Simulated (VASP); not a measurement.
# A VASP study of BaAs2Rh2 (optB86b-vdW): structure first, properties next, part 2 of 5

What structure and properties does optB86b-vdW give BaAs2Rh2, and how near are they to the measured ones? Left out of this account: 3 further runs (self-consistent run: a volume scan without its fit). The start is a computed cell from the Materials Project.

VASP 6.6.1; optB86b-vdW; plane waves and PAW (Ba_sv, As, Rh_pv).

So far. Step 2 (Relaxing cell and atoms (optB86b-vdW)): It ends with a largest force of 0.009 eV/Å and a pressure of 0.00 GPa. The relaxed cell has a = 4.056, c = 12.872 Å (conventional setting).

**3. Second relaxation**

A relaxation keeps the plane waves of the cell it began with, so it is repeated from the new cell, on a basis made for it.

File INCAR:

```
SYSTEM = BaAs2Rh2
PREC = Accurate
ENCUT = 400
EDIFF = 1E-06
NELM = 100
ISMEAR = 1
SIGMA = 0.2
LREAL = .FALSE.
ALGO = Normal
GGA = MK
AGGAC = 0
LUSE_VDW = .TRUE.
PARAM1 = 0.1234
PARAM2 = 1
LASPH = .TRUE.
NBANDS = 31
LORBIT = 11
LWAVE = .FALSE.
LCHARG = .FALSE.
KPAR = 4
IBRION = 2
NSW = 60
ISIF = 3
EDIFFG = -0.01
```

File POSCAR:

```
BaAs2Rh2
1.0
   -2.0279366973      2.0279366973      6.4361530480
    2.0279366973     -2.0279366973      6.4361530480
    2.0279366973      2.0279366973     -6.4361530480
Ba As Rh
1 2 2
Direct
    0.0000000000      0.0000000000      0.0000000000
    0.3580447861      0.3580447861      0.0000000000
    0.6419552139      0.6419552139      0.0000000000
    0.7500000000      0.2500000000      0.5000000000
    0.2500000000      0.7500000000      0.5000000000
```

File KPOINTS:

```
Automatic mesh
0
Gamma
9 9 9
0 0 0
```

Potentials, in the order of the species: Ba_sv, As and Rh_pv (PBE family, release 64).

Launch:

```sh
> mpirun -np 4 vasp_std
```

The log of the run:

```text
[banner, memory and clock lines left out]
running    4 mpi-ranks, on    1 nodes
 distrk:  each k-point on    1 cores,    4 groups
 distr:  one band on    1 cores,    1 groups

 POSCAR found type information on POSCAR BaAsRh
 POSCAR found :  3 types and       5 ions
 [... a notice as in an earlier step ...]

 [... a notice as in an earlier step ...]

 LDA part: xc-table for (Slater+PW92), standard interpolation
 POSCAR, INCAR and KPOINTS ok, starting setup
 FFT: planning ... GRIDC
 FFT: planning ... GRID_SOFT
 FFT: planning ... GRID
 WAVECAR not read
 entering main loop
       N       E                     dE             d eps       ncg     rms          rms(c)
DAV:   1     0.395777639123E+03    0.39578E+03   -0.24391E+04  5274   0.128E+03
DAV:   2    -0.246479049431E+00   -0.39602E+03   -0.38176E+03  5437   0.361E+02
DAV:   3    -0.192334071643E+02   -0.18987E+02   -0.18475E+02  6180   0.746E+01
DAV:   4    -0.196260820811E+02   -0.39267E+00   -0.39157E+00  5860   0.938E+00
DAV:   5    -0.196360873715E+02   -0.10005E-01   -0.10003E-01  6370   0.130E+00    0.145E+01
DAV:   6    -0.192831425726E+02    0.35294E+00   -0.10337E+01  5280   0.217E+01    0.731E+00
DAV:   7    -0.186818447684E+02    0.60130E+00   -0.34991E+00  5196   0.132E+01    0.452E+00
DAV:   8    -0.186270062373E+02    0.54839E-01   -0.22504E-01  5497   0.307E+00    0.109E+00
DAV:   9    -0.186231083045E+02    0.38979E-02   -0.28346E-02  5629   0.113E+00    0.193E-01
DAV:  10    -0.186233600108E+02   -0.25171E-03   -0.31611E-03  5497   0.426E-01    0.604E-02
DAV:  11    -0.186233782322E+02   -0.18221E-04   -0.17039E-04  5579   0.949E-02    0.276E-02
DAV:  12    -0.186233874127E+02   -0.91805E-05   -0.33496E-05  5688   0.321E-02    0.746E-03
DAV:  13    -0.186233875809E+02   -0.16827E-06   -0.42910E-06  5516   0.144E-02
   1 F= -.18623388E+02 E0= -.18624242E+02  d E =-.186234E+02
 curvature:   0.00 expect dE= 0.000E+00 dE for cont linesearch  0.000E+00
 trial: gam= 0.00000 g(F)=  0.653E-05 g(S)=  0.888E-06 ort = 0.000E+00 (trialstep = 0.100E+01)
 search vector abs. value=  0.742E-05
 reached required accuracy - stopping structural energy minimisation
```

It took 4.6 min on 4 MPI ranks of Intel Xeon Platinum 8259CL at 2.50GHz (Skylake/Cascade Lake), shared host; peak memory 3.9 GiB; 18 min of CPU time.

OUTCAR, selected parts (step 3):

```text
  LATTYP: Found a body centered tetragonal cell.
 ALAT       =     4.0558733946
 C/A-ratio  =     3.1737445535

The static configuration has the point symmetry D_4h.

 Found     75 irreducible k-points:

   ENCUT  =  400.0 eV  29.40 Ry    5.42 a.u.  11.49 11.49 11.49*2*pi/ulx,y,z

   NELECT =      50.0000    total number of electrons

 E-fermi :   6.6647

 k-point     1 :       0.0000    0.0000    0.0000
  band No.  band energies     occupation
    ...
     21       4.5025      2.00000
     22       5.4271      2.00000
     23       5.7888      2.00000
     24       5.7888      2.00000
     25       6.5697      1.71197
     26       6.8354     -0.00504
     27       8.6860     -0.00000
     28       8.7203     -0.00000
     29       8.8568     -0.00000
     30       8.8568     -0.00000
    ...

 k-point     2 :       0.1111    0.0000    0.0000
  band No.  band energies     occupation
    ...
     21       4.4876      2.00000
     22       5.3081      2.00000
     23       5.5657      2.00000
     24       5.5970      2.00000
     25       6.7025      0.68588
     26       6.8191      0.03493
     27       8.3063     -0.00000
     28       8.5737     -0.00000
     29       8.7523     -0.00000
     30       9.4339     -0.00000
    ...

Total vdW correction in eV:      7.3640906

  Total        0.0010443      0.0010443      0.0094765      0.0000000     -0.0000000      0.0000000
  in kB        0.0158026      0.0158026      0.1434052      0.0000000     -0.0000000      0.0000000
  external PRESSURE =       0.0583368 kB  Pullay stress =       0.0000000 kB

 POSITION                                       TOTAL-FORCE (eV/Angst)
 -----------------------------------------------------------------------------------
      0.00000      0.00000      0.00000         0.000000      0.000000     -0.000000
      0.00000      0.00000      4.60886        -0.000000     -0.000000      0.008228
      0.00000      0.00000      8.26344         0.000000      0.000000     -0.008228
     -0.00000      2.02794      3.21808         0.000000      0.000000     -0.000000
      2.02794     -0.00000      3.21808         0.000000      0.000000     -0.000000
 -----------------------------------------------------------------------------------
    total drift:                                0.000000     -0.000000      0.000000

  FREE ENERGIE OF THE ION-ELECTRON SYSTEM (eV)
  ---------------------------------------------------
  free  energy   TOTEN  =       -18.6233875809 eV

  energy  without entropy=      -18.6259502150  energy(sigma->0) =      -18.62424179

Total vdW correction in eV:      7.3640131

 total charge
# of ion       s       p       d       tot
------------------------------------------
    1        2.012   5.583   0.369   7.964
    2        1.226   1.497   0.084   2.807
    3        1.226   1.497   0.084   2.807
    4        0.346   6.273   7.253  13.872
    5        0.346   6.273   7.253  13.872
--------------------------------------------------
tot          5.157  21.122  15.043  41.322

[... 5 parts as in an earlier step ...]

[... 7 further parts left out ...]
```

CONTCAR:

```
BaAs2Rh2
   1.00000000000000
    -2.0279366972999999    2.0279366972999999    6.4361530480000004
     2.0279366972999999   -2.0279366972999999    6.4361530480000004
     2.0279366972999999    2.0279366972999999   -6.4361530480000004
  Ba              As              Rh
     1     2     2
Direct
     0.0000000000000000    0.0000000000000000    0.0000000000000000
     0.3580447861000025    0.3580447861000025    0.0000000000000000
     0.6419552138999975    0.6419552138999975    0.0000000000000000
     0.7500000000000000    0.2500000000000000    0.5000000000000000
     0.2500000000000000    0.7500000000000000    0.5000000000000000
```

Little changed from the start: no atom moved by 0.005 Å and no cell edge by 0.1 %.

This step gave:

- free energy (TOTEN): -18.62 eV
- energy at zero smearing: -18.62 eV
- pressure: 0.005834 GPa
- SCF cycles over all ionic steps: 13

It ends with a largest force of 0.008 eV/Å and a pressure of 0.01 GPa. The volume moved by under 0.01 %: the run met its threshold at the first step.

**4. Density, ELF and potential (optB86b-vdW)**

A single point on the relaxed cell gives a clean self-consistent state, with density, ELF and potential written out.

INCAR, as its differences from that of step 3:

```diff
@@ -18,7 +18,5 @@
 LWAVE = .FALSE.
-LCHARG = .FALSE.
-KPAR = 4
-IBRION = 2
-NSW = 60
-ISIF = 3
-EDIFFG = -0.01
+LCHARG = .TRUE.
+ISIF = 2
+LELF = .TRUE.
+LVHAR = .TRUE.
```

POSCAR is that of step 3.

KPOINTS is that of step 3.

Launch:

```sh
> mpirun -np 4 vasp_std
```

The log of the run:

```text
[banner, memory and clock lines left out]
running    4 mpi-ranks, on    1 nodes
 distrk:  each k-point on    4 cores,    1 groups
 distr:  one band on    1 cores,    4 groups

 POSCAR found type information on POSCAR BaAsRh
 POSCAR found :  3 types and       5 ions
 [... a notice as in an earlier step ...]

 [... a notice as in an earlier step ...]

 LDA part: xc-table for (Slater+PW92), standard interpolation
|                                                                             |
|           W    W    AA    RRRRR   N    N  II  N    N   GGGG   !!!           |
|           W    W   A  A   R    R  NN   N  II  NN   N  G    G  !!!           |
|           W    W  A    A  R    R  N N  N  II  N N  N  G       !!!           |
|           W WW W  AAAAAA  RRRRR   N  N N  II  N  N N  G  GGG   !            |
|           WW  WW  A    A  R   R   N   NN  II  N   NN  G    G                |
|           W    W  A    A  R    R  N    N  II  N    N   GGGG   !!!           |
|                                                                             |
|     The number of bands has been changed from the values supplied in        |
|     The orbitals not found in the WAVECAR file will be initialized with     |
|     random numbers, which is usually adequate. For correlated               |
|     calculations, however, you should redo the groundstate calculation.     |
|     I found NBANDS = 31. Now, NBANDS = 32.                                  |
|                                                                             |

 POSCAR, INCAR and KPOINTS ok, starting setup
 FFT: planning ... GRIDC
 FFT: planning ... GRID_SOFT
 FFT: planning ... GRID
 WAVECAR not read
 entering main loop
       N       E                     dE             d eps       ncg     rms          rms(c)
DAV:   1     0.394454907196E+03    0.39445E+03   -0.24322E+04  5432   0.124E+03
DAV:   2    -0.176910227785E+01   -0.39622E+03   -0.38058E+03  5592   0.354E+02
DAV:   3    -0.193043500173E+02   -0.17535E+02   -0.17182E+02  6432   0.719E+01
DAV:   4    -0.196292884505E+02   -0.32494E+00   -0.32441E+00  6120   0.851E+00
DAV:   5    -0.196361746238E+02   -0.68862E-02   -0.68843E-02  6560   0.107E+00    0.145E+01
DAV:   6    -0.192848478527E+02    0.35133E+00   -0.99008E+00  5480   0.210E+01    0.731E+00
DAV:   7    -0.186832749418E+02    0.60157E+00   -0.33537E+00  5488   0.128E+01    0.452E+00
DAV:   8    -0.186266019346E+02    0.56673E-01   -0.21202E-01  5840   0.298E+00    0.108E+00
DAV:   9    -0.186231283056E+02    0.34736E-02   -0.25366E-02  5936   0.105E+00    0.193E-01
DAV:  10    -0.186233795851E+02   -0.25128E-03   -0.31956E-03  5664   0.424E-01    0.637E-02
DAV:  11    -0.186233784025E+02    0.11826E-05   -0.18189E-04  5904   0.100E-01    0.272E-02
DAV:  12    -0.186233871991E+02   -0.87966E-05   -0.35612E-05  5856   0.329E-02    0.693E-03
DAV:  13    -0.186233875744E+02   -0.37534E-06   -0.35796E-06  5576   0.122E-02
   1 F= -.18623388E+02 E0= -.18624242E+02  d E =0.256268E-02
```

The job ended after 2.6 min (4 MPI ranks; peak memory 1.7 GiB).

Parts of OUTCAR (step 4):

```text
The static configuration has the point symmetry D_4h.

 Found     75 irreducible k-points:

   k-points           NKPTS =     75   k-points in BZ     NKDIM =     75   number of bands    NBANDS=     32

   NELECT =      50.0000    total number of electrons

 E-fermi :   6.6647

 k-point     1 :       0.0000    0.0000    0.0000
  band No.  band energies     occupation
    ...
     21       4.5025      2.00000
     22       5.4271      2.00000
     23       5.7888      2.00000
     24       5.7888      2.00000
     25       6.5697      1.71199
     26       6.8354     -0.00505
     27       8.6860     -0.00000
     28       8.7203     -0.00000
     29       8.8568     -0.00000
     30       8.8568     -0.00000
    ...

 k-point     2 :       0.1111    0.0000    0.0000
  band No.  band energies     occupation
    ...
     21       4.4876      2.00000
     22       5.3081      2.00000
     23       5.5657      2.00000
     24       5.5970      2.00000
     25       6.7025      0.68589
     26       6.8191      0.03491
     27       8.3063     -0.00000
     28       8.5737     -0.00000
     29       8.7523     -0.00000
     30       9.4339     -0.00000
    ...

Total vdW correction in eV:      7.3640937

  Total        0.0022854      0.0022854      0.0107362      0.0000000      0.0000000      0.0000000
  in kB        0.0345847      0.0345847      0.1624670      0.0000000      0.0000000      0.0000000
  external PRESSURE =       0.0772121 kB  Pullay stress =       0.0000000 kB

 POSITION                                       TOTAL-FORCE (eV/Angst)
 -----------------------------------------------------------------------------------
      0.00000      0.00000      0.00000         0.000000      0.000000      0.000000
      0.00000      0.00000      4.60886         0.000000      0.000000      0.008222
      0.00000      0.00000      8.26344        -0.000000     -0.000000     -0.008222
     -0.00000      2.02794      3.21808         0.000000      0.000000      0.000000
      2.02794     -0.00000      3.21808         0.000000      0.000000      0.000000
 -----------------------------------------------------------------------------------
    total drift:                                0.000000     -0.000000      0.000000

  FREE ENERGIE OF THE ION-ELECTRON SYSTEM (eV)
  ---------------------------------------------------
  free  energy   TOTEN  =       -18.6233875744 eV

  energy  without entropy=      -18.6259502567  energy(sigma->0) =      -18.62424180

Total vdW correction in eV:      7.3640134

[... 8 parts as in an earlier step ...]

[... 5 further parts left out ...]
```

Numbers from this step:

```yaml
scf_cycles: 13
bands: 32
pressure: 0.007721 GPa
```

Valence electrons inside each PAW sphere by angular momentum. Sphere charges, by row:

```
atom  s (e)  p (e)  d (e)  tot (e)
 Ba1  2.012  5.583  0.369    7.964
 As2  1.226  1.497  0.084    2.807
 As3  1.226  1.497  0.084    2.807
 Rh4  0.346  6.273  7.253    13.87
 Rh5  0.346  6.273  7.253    13.87
```

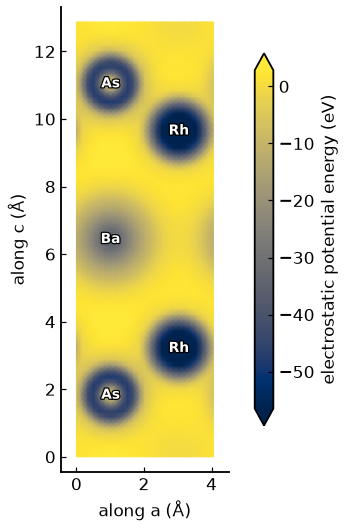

Electrostatic potential energy in the ac plane of the conventional cell at fractional y = 0.000, with atoms of Ba and As and Rh within 0.2 Å of it. With pseudopotentials it is smooth inside the atoms' cores, unlike the true potential. The map starts off the cell's origin, so that atoms lie inside it.

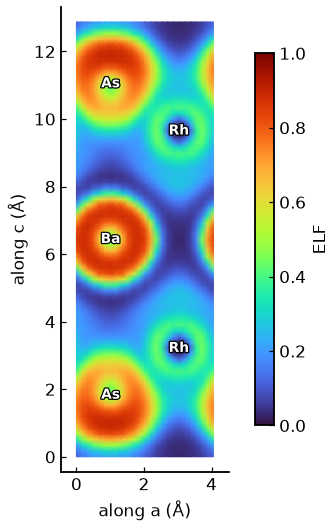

ELF in the ac plane of the conventional cell at fractional y = 0.000, with atoms of Ba and As and Rh within 0.2 Å of it. It is the smooth field of the valence electrons, not physical close to the nuclei. The map starts off the cell's origin, so that atoms lie inside it.

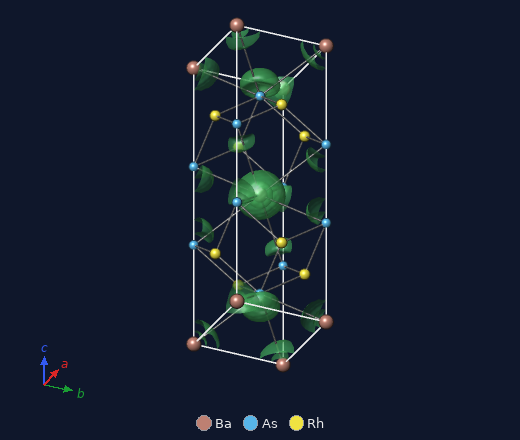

Surface of ELF = 0.82.

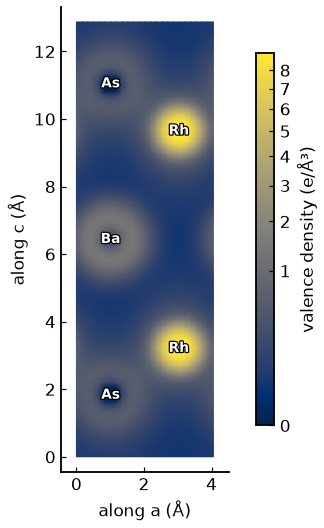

Valence density in the ac plane of the conventional cell at fractional y = 0.000, with atoms of Ba and As and Rh within 0.2 Å of it. It is the smooth field of the valence electrons, not physical close to the nuclei. The map starts off the cell's origin, so that atoms lie inside it. The colour scale is stretched toward low values.

In this run the pressure is 0.01 GPa, small enough to go on.

(Continued in part 3 of 5.)

[Lines on the potential files, build, host, timing and source positions are cut from VASP's logs without a mark.]

[Logs are printed without paths, hosts, clocks, repeated set-up lines and the standing remarks that a program may print on its own settings, such as how far it seeks lower states.]

[Hosts, paths, dates, database ids (printed as entryN), source tags and the programs' standing remarks are cut or masked in the printed files.]

[A measured line is paired with the nearest computed mode of its activity, which favours agreement.]
